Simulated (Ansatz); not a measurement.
## Frequency calculation of SiH$_{5}$OF

System: SiH$_{5}$OF.
Method: RKS PBE-D4/6-31G* (Ansatz 0.2.0).

It belongs to a series of runs on one base structure; here: vibrations at the highest image of the band. Figures and captions count atoms from 1; the log counts them from 0 in places.

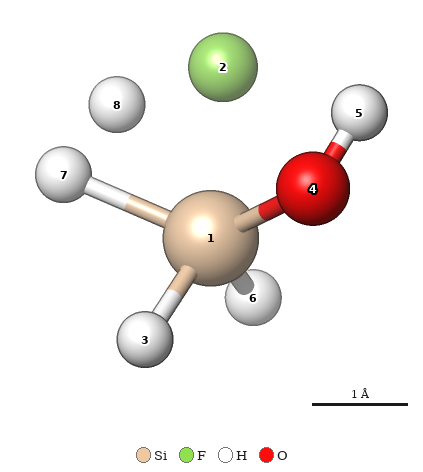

The input geometry (ball-and-stick view, seen at a tilt; atoms are numbered from 1 in the order of the input). Bond lengths as drawn: H–O 0.98 Å, H–Si 1.49 to 1.71 Å and O–Si 1.67 Å.

The input
```yaml
crystal:
  periodic: [false, false, false]
  atoms:
    - { symbol: Si, position_ang: [0.091532, -0.219946, -0.275916] }
    - { symbol: F, position_ang: [-0.728554, -0.622459, 1.494787] }
    - { symbol: H, position_ang: [1.241087, 0.112562, -1.183271] }
    - { symbol: O, position_ang: [-0.612502, 1.292292, -0.205393] }
    - { symbol: H, position_ang: [-1.336972, 1.334988, 0.449044] }
    - { symbol: H, position_ang: [-0.607974, -1.403405, -0.86041] }
    - { symbol: H, position_ang: [1.263395, -0.794586, 0.826454] }
    - { symbol: H, position_ang: [0.453289, -0.831747, 1.411204] }
basis:
  gaussian: { orbitals: "6-31G*" }
hamiltonian:
  xc: pbe
  dispersion: d4
phonons: {}
```

Machine: 1 thread of AMD EPYC (Zen 5), 32 GiB of memory available, shared host.

Run as:
```bash
ansatz run input.yaml --threads 1 --pin off --max-ram 2048MiB --backend cpu --events-out ev --progress --plain --runs-dir out
```

The program's output
```
Engine: ansatz 0.2.0, x86_64-unknown-linux-gnu
Functional definition: PBE
  parameter kappa = 0.804
  parameter beta = 0.06672455060314922
  exchange = pbe_x(kappa = kappa, mu = beta*pi^2/3)
  correlation = pbe_c(beta = beta)
701 factors; their error is unknown
mean field evaluation 1: about -12706.9927 eV, gradient 5.7e1 eV
mean field evaluation 2: about -12676.4457 eV, gradient 1.3e2 eV
mean field evaluation 4: about -12712.3434 eV, gradient 1.2e1 eV
mean field evaluation 8: about -12712.5423 eV, gradient 1.0e-1 eV
mean field evaluation 16: about -12712.4915 eV, gradient 7.7e-5 eV
mean field -12712.49150796 eV, -467.1754460814 hartree, gradient 7.7e-5 eV, S^2 0.000000; 0 other end points of the search recorded, 0 dependent functions left out
the calculation of the forces begins
reference -12712.49153908 eV, -467.1754472251 hartree; 18, 18 occupied and 41, 41 virtual orbitals, 701 factors
these checks for a lower state are left out or cut short: stability, starts, cluster_reference, orbital_swaps, neighbouring_geometries, increment
701 factors; their error is unknown
mean field -12712.49142879 eV, -467.1754431717 hartree, gradient 2.3e-6 eV, S^2 0.000000; 0 other end points of the search recorded, 0 dependent functions left out
[... from here on the field's lines of each further geometry are left out, up to the last ...]
the calculation of the forces begins
reference -12712.49153079 eV, -467.1754469202 hartree; 18, 18 occupied and 41, 41 virtual orbitals, 701 factors
these checks for a lower state are left out or cut short: stability, starts, cluster_reference, orbital_swaps, neighbouring_geometries, increment
701 factors; their error is unknown
mean field -12712.49147314 eV, -467.1754448016 hartree, gradient 1.1e-6 eV, S^2 0.000000; 0 other end points of the search recorded, 0 dependent functions left out
the calculation of the forces begins
reference -12712.49150427 eV, -467.1754459455 hartree; 18, 18 occupied and 41, 41 virtual orbitals, 701 factors
WARN: phonons: modes at or below zero, which the zero-point energy, F, S and C_V leave out: 1, the lowest at -945.38 cm⁻¹. A minimum has none, and a first-order saddle one
Total energy: -12712.59583523 eV, -467.1792800379 hartree
Atom 0 at     0.091532    -0.219946    -0.275916 Å, force    -0.008432    -0.004879     0.006397 eV/Å
Atom 1 at    -0.728554    -0.622459     1.494787 Å, force     0.012322     0.001566    -0.002022 eV/Å
Atom 2 at     1.241087     0.112562    -1.183271 Å, force     0.002800    -0.001289     0.000151 eV/Å
Atom 3 at    -0.612502     1.292292    -0.205393 Å, force     0.005184     0.035039    -0.024223 eV/Å
Atom 4 at    -1.336972     1.334988     0.449044 Å, force     0.000924    -0.029767     0.013772 eV/Å
Atom 5 at    -0.607974    -1.403405    -0.860410 Å, force    -0.002231     0.000251    -0.002223 eV/Å
Atom 6 at     1.263395    -0.794586     0.826454 Å, force     0.001042    -0.000232    -0.000662 eV/Å
Atom 7 at     0.453289    -0.831747     1.411204 Å, force    -0.011608    -0.000690     0.008810 eV/Å
Dipole moment:    -0.028662    -0.117449     0.149785 e Å
Vibrations: -945.38 243.89 286.20 503.02 559.06 664.37 757.94 841.55 945.18 986.21 1022.42 1130.55 1149.59 1761.73 1927.15 2173.61 2215.20 3687.57 cm⁻¹, zero-point energy 1.292860 eV
```

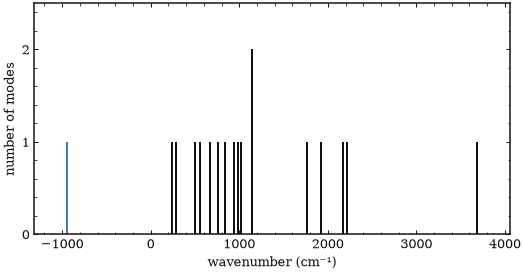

Harmonic vibrational wavenumbers from the force constants; neighbouring modes closer than 21 cm⁻¹ are counted in one stick, and imaginary ones are drawn at negative wavenumbers. 18 modes from 945i to 3688 cm⁻¹, 1 imaginary beyond 8i (945i cm⁻¹): a first-order saddle point, if the geometry is stationary.

Results in brief

```json
{"quantity": "outcome", "value": "converged"}
{"quantity": "total energy", "value": "−12712.5958 eV"}
{"quantity": "mean-field energy", "value": "−12712.4915 eV"}
{"quantity": "largest force (length of the vector)", "value": "0.043 eV/Å"}
{"quantity": "wall time", "value": "21 s"}
{"quantity": "peak memory", "value": "0.11 GiB"}
```
